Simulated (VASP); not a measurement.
Consider the following.

```xyz
2
Lattice="0.0000 3.1938 3.1938 3.1938 0.0000 3.1938 3.1938 3.1938 0.0000" Properties=species:S:1:pos:R:3 pbc="T T T"
Na     0.0000     0.0000     0.0000
I      3.1938     3.1938     3.1938
```

All values below come from r2SCAN+rVV10, VASP's PBE PAW potentials (set 64) (plane waves; VASP). Run with 520 eV cut-off, 8×8×8 Γ-centred mesh, tetrahedra with Blöchl corrections, potentials Na_pv I.

Unless said otherwise, spin-orbit coupling is left out, though it shifts the bands of the heavy elements here.

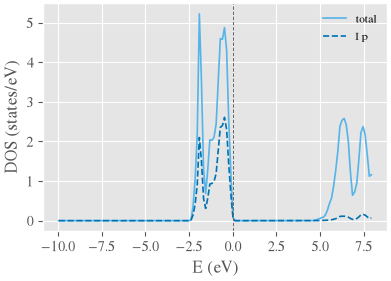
*Total and projected density of states, zero at the valence-band maximum*

Within 2 eV below the valence-band maximum the largest weight inside VASP's projection spheres is I p.

The gap is direct, 4.49 eV, from the valence maximum at Γ to the conduction minimum at Γ.

The compound is NaI in the rock salt structure. It was relaxed first.
